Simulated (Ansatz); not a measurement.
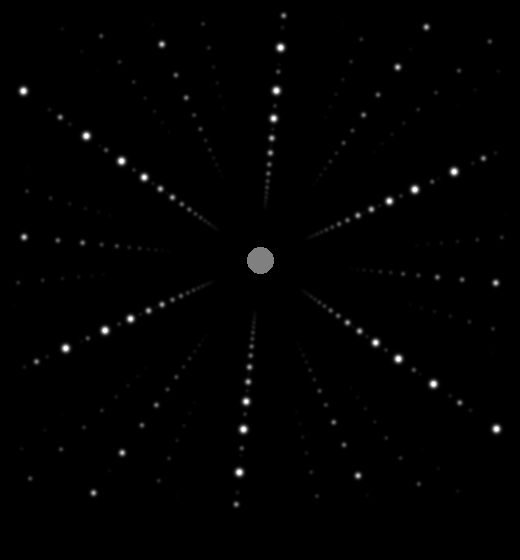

Simulated back-reflection Laue pattern (white X-rays, 0.45 to 2.2 Å, flat plate covering ±45° about the beam, kinematic intensities, seen from the source).

### Which symmetry elements lie along the beam?

6mm: a sixfold axis with mirror lines.

The crystal is CoW, space group P-6m2 (No. 187), a = 2.723 Å, c = 4.218 Å (hexagonal axes). Structure: the end point of a relaxation with DFT, PAW plane waves, pbe, spin-orbit in Ansatz 0.2.0; the starting structure was generated, so it need not be a known form of this composition.

### Which direction points towards the source?

[001] or one equivalent to it by a rotation of the Laue group. In Laue class 6/mmm no other family of directions with a member of indices 0 and ±1 has this symmetry.
